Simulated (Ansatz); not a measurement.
# SiCl₃F + HCl: a complex and its separated parts, part 2 of 2

Ansatz 0.2.0, Gaussian basis. The steps go on from the part before.

## Step 13: CAM-B3LYP-D4/def2-TZVPP

The inputs:

parta/in.yaml

```yaml
crystal:
  periodic: [false, false, false]
  atoms:
    - {symbol: Si, position_ang: [-1.066318, -0.082271, -0.157928]}
    - {symbol: Cl, position_ang: [-0.166892, -1.580478, -1.160107]}
    - {symbol: Cl, position_ang: [-2.312141, -0.816751, 1.244355]}
    - {symbol: Cl, position_ang: [-2.062880, 1.121287, -1.429243]}
    - {symbol: F, position_ang: [0.045023, 0.769491, 0.563104]}
basis:
  gaussian: {orbitals: def2-TZVPP}
hamiltonian: {xc: {name: CAM-B3LYP}, dispersion: d4}
```

partb/in.yaml

```yaml
crystal:
  periodic: [false, false, false]
  atoms:
    - {symbol: Cl, position_ang: [3.365084, 0.060099, 0.353169]}
    - {symbol: H, position_ang: [2.198224, 0.528624, 0.586451]}
basis:
  gaussian: {orbitals: def2-TZVPP}
hamiltonian: {xc: {name: CAM-B3LYP}, dispersion: d4}
```

One command serves all of them, each in its own folder.

On the command line:

```bash
> ansatz run in.yaml --threads 8 --pin off --events-out ev --progress --plain --max-ram 19148MiB
```

Log of parta, cut to the lines that bear on the results:

```text
Functional definition: CAM-B3LYP
  name "CAM-B3LYP"
  cite "Yanai, Tew & Handy, Chem. Phys. Lett. 393, 51 (2004) doi:10.1016/j.cplett.2004.06.011"
  cite "Iikura, Tsuneda, Yanai & Hirao, J. Chem. Phys. 115, 3540 (2001) doi:10.1063/1.1383587"
  cite "Becke, Phys. Rev. A 38, 3098 (1988) doi:10.1103/PhysRevA.38.3098"
  cite "Lee, Yang & Parr, Phys. Rev. B 37, 785 (1988) doi:10.1103/PhysRevB.37.785"
[...]
1386 factors; their error is unknown
224 factors; integrals over basis functions are off by at most 1.1e-5 eV
[...]
mean field -48172.08104545 eV, -1770.2913262112 hartree, gradient 7.2e-5 eV, S^2 0.000000; 0 other end points of the search recorded, 0 dependent functions left out
reference -48172.08117175 eV, -1770.2913308526 hartree; 37, 37 occupied and 162, 162 virtual orbitals, 1386 factors
Total energy: -48172.27235894 eV, -1770.2983568521 hartree
```

Output in partb, cut to the lines that bear on the results:

```text
[... 6 set-up lines as earlier in the session ...]
[...]
  # Exact exchange under (alpha + beta erf(omega r))/r, Becke's under what is left of 1/r.
[...]
372 factors; their error is unknown
66 factors; integrals over basis functions are off by at most 7.5e-5 eV
[...]
mean field -12539.88293939 eV, -460.8321981847 hartree, gradient 2.6e-5 eV, S^2 0.000000; 0 other end points of the search recorded, 0 dependent functions left out
reference -12539.88301367 eV, -460.8322009143 hartree; 9, 9 occupied and 47, 47 virtual orbitals, 372 factors
Total energy: -12539.88749530 eV, -460.8323656113 hartree
```

Wall times: 1.5 s (parta), 0.2 s (partb) on 8 threads of Arm Neoverse V1, shared host.

## Step 14: wB97X-V/def2-TZVPP

Each input of step 13 (parta, partb) changes in the same lines:

```diff
-hamiltonian: {xc: {name: CAM-B3LYP}, dispersion: d4}
+hamiltonian: {xc: {name: wB97X-V}}
```

Each run has its own folder and the same command.

On the command line:

```bash
> ansatz run in.yaml --threads 8 --pin off --events-out ev --progress --plain --max-ram 19148MiB
```

parta printed, cut to the lines that bear on the results:

```text
Functional definition: wB97X-V
  name "wB97X-V"
  cite "Mardirossian & Head-Gordon, Phys. Chem. Chem. Phys. 16, 9904 (2014) doi:10.1039/C3CP54374A"
[... 2 set-up lines as earlier in the session ...]
[...]
      + integral(e_c_pw_opposite_spin*poly(b97_u_opposite, cos0, cos1)) + vv10(b, c)
1377 factors; their error is unknown
201 factors; integrals over basis functions are off by at most 3.0e-5 eV
[...]
mean field -48163.61768467 eV, -1769.9803034390 hartree, gradient 6.9e-5 eV, S^2 0.000000; 0 other end points of the search recorded, 0 dependent functions left out
reference -48163.61768310 eV, -1769.9803033813 hartree; 37, 37 occupied and 162, 162 virtual orbitals, 1377 factors
Total energy: -48163.61768310 eV, -1769.9803033813 hartree
```

Log of partb, cut to the lines that bear on the results:

```text
[... 5 set-up lines as earlier in the session ...]
[...]
      + integral(e_c_pw_opposite_spin*poly(b97_u_opposite, cos0, cos1)) + vv10(b, c)
369 factors; their error is unknown
62 factors; integrals over basis functions are off by at most 9.0e-5 eV
[...]
mean field -12537.61272751 eV, -460.7487694369 hartree, gradient 5.7e-5 eV, S^2 0.000000; 0 other end points of the search recorded, 0 dependent functions left out
reference -12537.61272656 eV, -460.7487694020 hartree; 9, 9 occupied and 47, 47 virtual orbitals, 369 factors
Total energy: -12537.61272656 eV, -460.7487694020 hartree
```

They took 3.1 s (parta), 0.3 s (partb) on 8 threads of Arm Neoverse V1, shared host.

## Step 15: wB97M-V/def2-TZVPP

The same edit goes into each in.yaml of step 14 (parta, partb):

```diff
-hamiltonian: {xc: {name: wB97X-V}}
+hamiltonian: {xc: {name: wB97M-V}}
```

The same command starts each run, in its folder.

On the command line:

```bash
> ansatz run in.yaml --threads 8 --pin off --events-out ev --progress --plain --max-ram 19148MiB
```

parta printed, cut to the lines that bear on the results:

```text
Functional definition: wB97M-V
  name "wB97M-V"
  cite "Mardirossian & Head-Gordon, J. Chem. Phys. 144, 214110 (2016) doi:10.1063/1.4952647"
[... 2 set-up lines as earlier in the session ...]
  # Of w^i u^j: cxij and so on, Table III.
[...]
  gx(w, u) = 1 - cx + cx01*u + cx10*w
[...]
      + integral(e_c_pw_mod_opposite_spin*gos(b97_w_opposite, b97_u_opposite)) + vv10(b, c)
1377 factors; their error is unknown
201 factors; integrals over basis functions are off by at most 3.0e-5 eV
[...]
mean field -48168.68007558 eV, -1770.1663428736 hartree, gradient 7.1e-5 eV, S^2 0.000000; 0 other end points of the search recorded, 0 dependent functions left out
reference -48168.68011372 eV, -1770.1663442750 hartree; 37, 37 occupied and 162, 162 virtual orbitals, 1377 factors
Total energy: -48168.68011372 eV, -1770.1663442750 hartree
```

Log of partb, cut to the lines that bear on the results:

```text
[... 5 set-up lines as earlier in the session ...]
  # Of w^i u^j: cxij and so on, Table III.
[...]
  gx(w, u) = 1 - cx + cx01*u + cx10*w
[...]
      + integral(e_c_pw_mod_opposite_spin*gos(b97_w_opposite, b97_u_opposite)) + vv10(b, c)
369 factors; their error is unknown
62 factors; integrals over basis functions are off by at most 9.0e-5 eV
[...]
mean field -12538.73838880 eV, -460.7901367264 hartree, gradient 5.7e-5 eV, S^2 0.000000; 0 other end points of the search recorded, 0 dependent functions left out
reference -12538.73841185 eV, -460.7901375734 hartree; 9, 9 occupied and 47, 47 virtual orbitals, 369 factors
Total energy: -12538.73841185 eV, -460.7901375734 hartree
```

Times: 3.7 s (parta), 0.35 s (partb) on 8 threads of Arm Neoverse V1, shared host.

## Step 16: B2PLYP/def2-TZVPP

Each input of step 15 (parta, partb) changes in the same lines:

```diff
-hamiltonian: {xc: {name: wB97M-V}}
+hamiltonian: {xc: {name: B2PLYP}}
```

One command serves all of them, each in its own folder.

On the command line:

```bash
> ansatz run in.yaml --threads 8 --pin off --events-out ev --progress --plain --max-ram 19148MiB
```

parta printed, cut to the lines that bear on the results:

```text
Functional definition: B2PLYP
  name "B2PLYP"
  cite "Grimme, J. Chem. Phys. 124, 034108 (2006) doi:10.1063/1.2148954"
[... 2 set-up lines as earlier in the session ...]
[...]
1213 factors; integrals over basis functions are off by at most 5.3e-4 eV
[...]
mean field -48148.02394766 eV, -1769.4072441738 hartree, gradient 4.0e-6 eV, S^2 0.000000; 0 other end points of the search recorded, 0 dependent functions left out
21 core orbitals not correlated: weight in the atoms' cores, before any rotation towards them, 1.000 or more for the frozen orbitals, at most 0.000 for the correlated occupied ones
reference -48148.02411206 eV, -1769.4072502153 hartree; 16, 16 occupied and 162, 162 virtual orbitals, 1213 factors
second order -30.30518105 eV of doubles, -0.00000000 eV of singles
Total energy: -48156.20651094 eV, -1769.7079478281 hartree
```

Output in partb, cut to the lines that bear on the results:

```text
[... 5 set-up lines as earlier in the session ...]
[...]
322 factors; integrals over basis functions are off by at most 1.4e-3 eV
[...]
mean field -12534.13735428 eV, -460.6210518264 hartree, gradient 9.7e-6 eV, S^2 0.000000; 0 other end points of the search recorded, 0 dependent functions left out
5 core orbitals not correlated: weight in the atoms' cores, before any rotation towards them, 1.000 or more for the frozen orbitals, at most 0.000 for the correlated occupied ones
reference -12534.13745104 eV, -460.6210553822 hartree; 4, 4 occupied and 47, 47 virtual orbitals, 322 factors
second order -6.68493390 eV of doubles, -0.00000000 eV of singles
Total energy: -12535.94238319 eV, -460.6873854154 hartree
```

Wall times: 2.3 s (parta), 0.2 s (partb) on 8 threads of Arm Neoverse V1, shared host.

## Step 17: PBE-QIDH/def2-TZVPP

Each input of step 16 (parta, partb) changes in the same lines:

```diff
-hamiltonian: {xc: {name: B2PLYP}}
+hamiltonian: {xc: {name: PBE-QIDH}}
```

One command serves all of them, each in its own folder.

On the command line:

```bash
> ansatz run in.yaml --threads 8 --pin off --events-out ev --progress --plain --max-ram 19148MiB
```

Log of parta, cut to the lines that bear on the results:

```text
Functional definition: PBE-QIDH
  name "PBE-QIDH"
  cite "Brémond, Sancho-García, Pérez-Jiménez & Adamo, J. Chem. Phys. 141, 031101 (2014) doi:10.1063/1.4890314"
[... 1 set-up line as earlier in the session ...]
[...]
1213 factors; integrals over basis functions are off by at most 5.3e-4 eV
[...]
mean field -48134.50338303 eV, -1768.9103725881 hartree, gradient 4.8e-6 eV, S^2 0.000000; 0 other end points of the search recorded, 0 dependent functions left out
21 core orbitals not correlated: weight in the atoms' cores, before any rotation towards them, 1.000 or more for the frozen orbitals, at most 0.000 for the correlated occupied ones
reference -48134.50339357 eV, -1768.9103729753 hartree; 16, 16 occupied and 162, 162 virtual orbitals, 1213 factors
second order -28.20620953 eV of doubles, -0.00000000 eV of singles
Total energy: -48143.90546341 eV, -1769.2558926691 hartree
```

Output in partb, cut to the lines that bear on the results:

```text
[... 4 set-up lines as earlier in the session ...]
[...]
322 factors; integrals over basis functions are off by at most 1.4e-3 eV
[...]
mean field -12531.03295291 eV, -460.5069671801 hartree, gradient 2.4e-6 eV, S^2 0.000000; 0 other end points of the search recorded, 0 dependent functions left out
5 core orbitals not correlated: weight in the atoms' cores, before any rotation towards them, 1.000 or more for the frozen orbitals, at most 0.000 for the correlated occupied ones
reference -12531.03295927 eV, -460.5069674141 hartree; 4, 4 occupied and 47, 47 virtual orbitals, 322 factors
second order -6.22516079 eV of doubles, -0.00000000 eV of singles
Total energy: -12533.10801287 eV, -460.5832242272 hartree
```

Wall times: 2.3 s (parta), 0.2 s (partb) on 8 threads of Arm Neoverse V1, shared host.

## Step 18: RPA on PBE/def2-TZVPP

The same edit goes into each in.yaml of step 17 (parta, partb):

```diff
-hamiltonian: {xc: {name: PBE-QIDH}}
+hamiltonian: {xc: pbe}
+correlation: {method: rpa}
```

The same command starts each run, in its folder.

On the command line:

```bash
> ansatz run in.yaml --threads 8 --pin off --events-out ev --progress --plain --max-ram 19148MiB
```

Log of parta, cut to the lines that bear on the results:

```text
[... 4 set-up lines as earlier in the session ...]
[...]
1213 factors; integrals over basis functions are off by at most 5.3e-4 eV
[...]
mean field -48149.38429026 eV, -1769.4572358421 hartree, gradient 2.7e-6 eV, S^2 0.000000; 0 other end points of the search recorded, 0 dependent functions left out
21 core orbitals not correlated: weight in the atoms' cores, before any rotation towards them, 1.000 or more for the frozen orbitals, at most 0.000 for the correlated occupied ones
reference -48086.29791559 eV, -1767.1388543344 hartree; 16, 16 occupied and 162, 162 virtual orbitals, 1213 factors
Total energy: -48126.02905446 eV, -1768.5989467573 hartree
```

Output in partb, cut to the lines that bear on the results:

```text
[... 4 set-up lines as earlier in the session ...]
[...]
322 factors; integrals over basis functions are off by at most 1.4e-3 eV
[...]
mean field -12534.30962729 eV, -460.6273827427 hartree, gradient 3.3e-6 eV, S^2 0.000000; 0 other end points of the search recorded, 0 dependent functions left out
5 core orbitals not correlated: weight in the atoms' cores, before any rotation towards them, 1.000 or more for the frozen orbitals, at most 0.000 for the correlated occupied ones
reference -12519.65923141 eV, -460.0889906244 hartree; 4, 4 occupied and 47, 47 virtual orbitals, 322 factors
Total energy: -12529.02200941 eV, -460.4330663699 hartree
```

They took 1.9 s (parta), 0.2 s (partb) on 8 threads of Arm Neoverse V1, shared host.

## Step 19: CCSD(T)/def2-TZVPP

The same edit goes into each in.yaml of step 18 (parta, partb):

```diff
-hamiltonian: {xc: pbe}
-correlation: {method: rpa}
+correlation: {method: ccsd_t}
```

Each run has its own folder and the same command.

On the command line:

```bash
> ansatz run in.yaml --threads 8 --pin off --events-out ev --progress --plain --max-ram 19148MiB
```

parta printed, cut to the lines that bear on the results:

```text
Functional definition: HF
  name "HF"
  cite "Fock, Z. Phys. 61, 126 (1930) doi:10.1007/BF01340294"
[... 1 set-up line as earlier in the session ...]
[...]
1213 factors; integrals over basis functions are off by at most 5.3e-4 eV
[...]
mean field -48088.03049870 eV, -1767.2025255895 hartree, gradient 3.9e-6 eV, S^2 0.000000; 0 other end points of the search recorded, 0 dependent functions left out
21 core orbitals not correlated: weight in the atoms' cores, before any rotation towards them, 1.000 or more for the frozen orbitals, at most 0.000 for the correlated occupied ones
reference -48088.03049870 eV, -1767.2025255895 hartree; 16, 16 occupied and 162, 162 virtual orbitals, 1213 factors
second order -25.09963554 eV of doubles, -0.00000000 eV of singles
cycle   1  -25.74599141 eV  change   -6.5e-1 eV  update   9.5e-2
[...]
cycle   8  -26.32882744 eV  change    9.8e-6 eV  update   2.0e-5
perturbative correction -1.05212542 eV, -0.0386648962 hartree
Total energy: -48115.41145156 eV, -1768.2087570476 hartree
```

Log of partb, cut to the lines that bear on the results:

```text
[... 4 set-up lines as earlier in the session ...]
[...]
322 factors; integrals over basis functions are off by at most 1.4e-3 eV
[...]
mean field -12519.93378072 eV, -460.0990801254 hartree, gradient 2.9e-6 eV, S^2 0.000000; 0 other end points of the search recorded, 0 dependent functions left out
5 core orbitals not correlated: weight in the atoms' cores, before any rotation towards them, 1.000 or more for the frozen orbitals, at most 0.000 for the correlated occupied ones
reference -12519.93378072 eV, -460.0990801254 hartree; 4, 4 occupied and 47, 47 virtual orbitals, 322 factors
second order -5.53926258 eV of doubles, -0.00000000 eV of singles
cycle   1  -5.96028774 eV  change   -4.2e-1 eV  update   3.9e-2
[...]
cycle   7  -6.10183175 eV  change   -5.6e-6 eV  update   7.9e-6
perturbative correction -0.21572434 eV, -0.0079277233 hartree
Total energy: -12526.25133680 eV, -460.3312460294 hartree
```

Times: 30 s (parta), 0.2 s (partb) on 8 threads of Arm Neoverse V1, shared host; peak memory 2.2 GiB.

## Step 20: Vibrations of SiCl₃F

vib-parta/in.yaml

```yaml
crystal:
  periodic: [false, false, false]
  atoms:
    - {symbol: Si, position_ang: [-1.066318, -0.082271, -0.157928]}
    - {symbol: Cl, position_ang: [-0.166892, -1.580478, -1.160107]}
    - {symbol: Cl, position_ang: [-2.312141, -0.816751, 1.244355]}
    - {symbol: Cl, position_ang: [-2.062880, 1.121287, -1.429243]}
    - {symbol: F, position_ang: [0.045023, 0.769491, 0.563104]}
basis:
  gaussian: {orbitals: def2-TZVP}
hamiltonian: {xc: pbe0, dispersion: d4}
phonons: {temperatures: {t_min: 298.15, t_max: 900, t_step: 200}}
```

On the command line:

```bash
> ansatz run in.yaml --threads 8 --pin off --events-out ev --progress --plain --max-ram 19148MiB
```

The program printed, cut to the lines that bear on the results:

```text
[... 5 set-up lines as earlier in the session ...]
[...]
1228 factors; their error is unknown
[...]
mean field -48153.15423557 eV, -1769.5957787770 hartree, gradient 5.1e-6 eV, S^2 0.000000; 0 other end points of the search recorded, 0 dependent functions left out
[...]
Atom 2 at    -2.312141    -0.816751     1.244355 Å, force     0.000850     0.000304    -0.001240 eV/Å
Atom 3 at    -2.062880     1.121287    -1.429243 Å, force     0.000630    -0.001127     0.000757 eV/Å
Atom 4 at     0.045023     0.769491     0.563104 Å, force    -0.000100    -0.000227    -0.000154 eV/Å
Dipole moment:    -0.081362    -0.062398    -0.052812 e Å
Vibrations: 160.32 160.33 232.71 275.32 275.33 463.66 642.29 642.31 944.39 cm⁻¹, zero-point energy 0.235363 eV
```

Wall time 38 s (8 threads of Arm Neoverse V1, shared host).

The modes, with what each moves most:

```csv
mode,wavenumber (cm⁻¹),character
1,160,bend
2,160,bend
3,233,bend
4,275,bend
5,275,bend
6,464,Si–Cl stretch
7,642,Si–Cl stretch
8,642,Si–Cl stretch
9,944,Si–F stretch
```

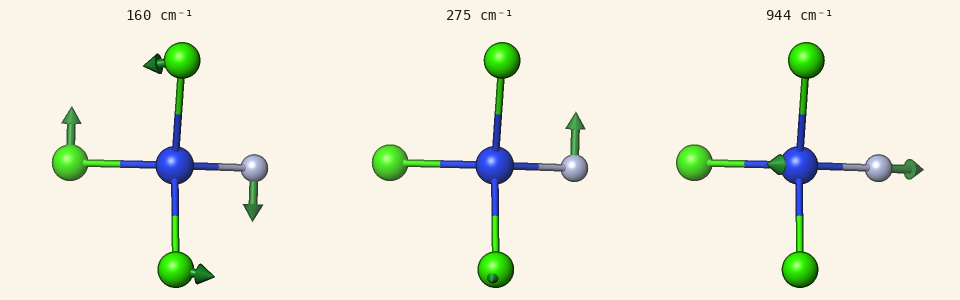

How the atoms move in 3 of the modes.

Vibrational sums (real modes only):

```csv
T (K),entropy (J/mol/K),heat capacity (J/mol/K)
298,49.0,53.0
498,79.4,64.5
698,102.0,69.1
898,119.7,71.2
```

## Step 21: Vibrations of HCl

vib-partb/in.yaml

```yaml
crystal:
  periodic: [false, false, false]
  atoms:
    - {symbol: Cl, position_ang: [3.365084, 0.060099, 0.353169]}
    - {symbol: H, position_ang: [2.198224, 0.528624, 0.586451]}
basis:
  gaussian: {orbitals: def2-TZVP}
hamiltonian: {xc: pbe0, dispersion: d4}
phonons: {temperatures: {t_min: 298.15, t_max: 900, t_step: 200}}
```

On the command line:

```bash
> ansatz run in.yaml --threads 8 --pin off --events-out ev --progress --plain --max-ram 19148MiB
```

The program printed, cut to the lines that bear on the results:

```text
[... 5 set-up lines as earlier in the session ...]
[...]
312 factors; their error is unknown
[...]
mean field -12535.31645841 eV, -460.6643831038 hartree, gradient 4.2e-5 eV, S^2 0.000000; 0 other end points of the search recorded, 0 dependent functions left out
[...]
reference -12535.31637133 eV, -460.6643799039 hartree; 9, 9 occupied and 34, 34 virtual orbitals, 312 factors
Total energy: -12535.32105166 eV, -460.6645519027 hartree
Atom 0 at     3.365084     0.060099     0.353169 Å, force     0.000095    -0.000038    -0.000019 eV/Å
Atom 1 at     2.198224     0.528624     0.586451 Å, force    -0.000095     0.000038     0.000019 eV/Å
Dipole moment:    -0.239614     0.096211     0.047904 e Å
Vibrations: 2997.02 cm⁻¹, zero-point energy 0.185792 eV
```

Run time: 0.95 s. Hardware: 8 threads of Arm Neoverse V1, shared host.

Wavenumbers and character of the modes:

```csv
mode,wavenumber (cm⁻¹),character
1,2997,Cl–H stretch
```

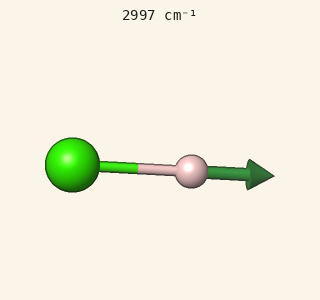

Displacements of 1 modes, as arrows.

Vibrational sums (real modes only):

```
T (K)  entropy (J/mol/K)  heat capacity (J/mol/K)
  298                0.0                      0.0
  498                0.0                      0.1
  698                0.1                      0.7
  898                0.4                      1.6
```

## Step 22: Complex less separated parts

The complex's own energies come from single points at the same levels.

Rows are in def2-TZVPP; times add the 3 runs of a level on a shared host, so small differences are noise.

Differences are taken before rounding.

| method | rung | complex less parts (kcal/mol) | from CCSD(T) (kcal/mol) | time |
| --- | --- | --- | --- | --- |
| SPW92 | LDA | -3.28 | -1.43 | 1.7 s |
| PBE-D4 | GGA | -2.60 | -0.74 | 2.4 s |
| BLYP-D4 | GGA | -2.57 | -0.71 | 2.5 s |
| r2SCAN-D4 | meta-GGA | -2.11 | -0.26 | 6 s |
| B97M-V | meta-GGA | -2.15 | -0.29 | 9.7 s |
| PBE0-D4 | hybrid | -2.36 | -0.50 | 4.6 s |
| B3LYP-D4 | hybrid | -2.52 | -0.67 | 3.9 s |
| r2SCAN0-D4 | hybrid | -2.08 | -0.23 | 7.3 s |
| BHLYP-D4 | hybrid | -2.54 | -0.69 | 3.8 s |
| CAM-B3LYP-D4 | range-separated hybrid | -2.60 | -0.75 | 4.4 s |
| wB97X-V | range-separated hybrid | -2.11 | -0.26 | 8.9 s |
| wB97M-V | range-separated hybrid | -2.10 | -0.25 | 11 s |
| B2PLYP | double hybrid | -1.44 | +0.42 | 6.3 s |
| PBE-QIDH | double hybrid | -1.58 | +0.28 | 6.5 s |
| RPA on PBE | RPA | -1.57 | +0.29 | 5.6 s |
| Hartree-Fock | wavefunction | -0.19 | +1.67 |  |
| MP2 | wavefunction | -2.03 | -0.17 |  |
| CCSD | wavefunction | -1.58 | +0.27 |  |
| CCSD(T) | wavefunction | -1.86 | 0 | 2.8 min |

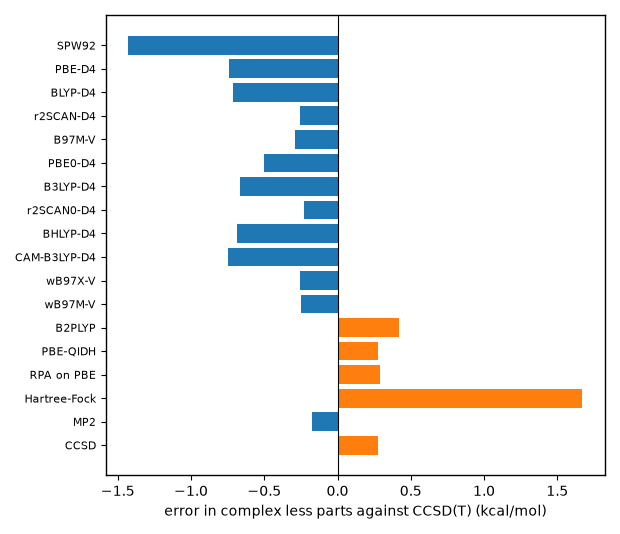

How far each level lands from CCSD(T).

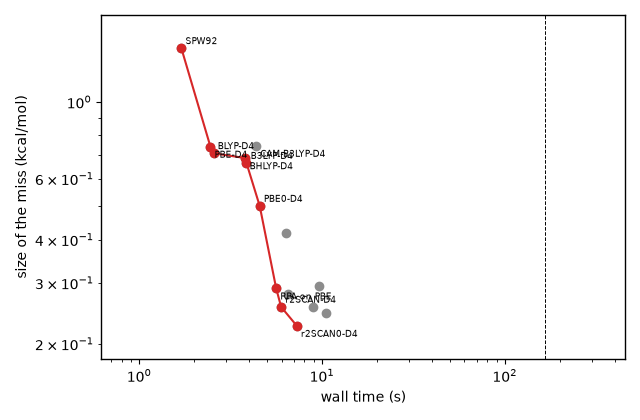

Accuracy for the time spent; red marks the levels that beat every quicker one drawn (of those quicker than the yardstick), and the dashed line is the time of CCSD(T). Only those levels and the largest misses are named. Times are from a shared host.

For cost: r2SCAN0-D4 gets within 0.23 kcal/mol in 7.3 s, where CCSD(T) took 2.8 min; the quickest level in the cost chart, SPW92, takes 1.7 s and misses by 1.43 kcal/mol.

The complex's zero-point energy, from a separate PBE0-D4 run, is 0.450 eV.

## Step 23: Summary of results

This closing draws on all 2 parts.

| quantity | value |
| --- | --- |
| complex less parts, CCSD(T)/def2-TZVPP | -1.86 kcal/mol |
| with zero-point energy | -1.20 kcal/mol |
| largest T1 diagnostic | 0.010 |

In words: At CCSD(T) the complex lies 1.86 kcal/mol below its parts. The functionals run from r2SCAN0-D4, off by -0.23 kcal/mol, to SPW92, off by -1.43 kcal/mol, against CCSD(T). By rung, the mean size of the error is: LDA 1.43, GGA 0.73, meta-GGA 0.27, hybrid 0.52, range-separated hybrid 0.42, double hybrid 0.35 kcal/mol. PBE-D4 gives a relative energy 0.74 kcal/mol too low, an error of 40 % of the reference. The complex's frequency run has imaginary modes: the structure is no minimum, so both the energy and the zero-point correction are in doubt. No counterpoise was applied, and triple zeta lacks some correlation, so the CCSD(T) reference has a basis error of its own, and close matches with it are partly luck.
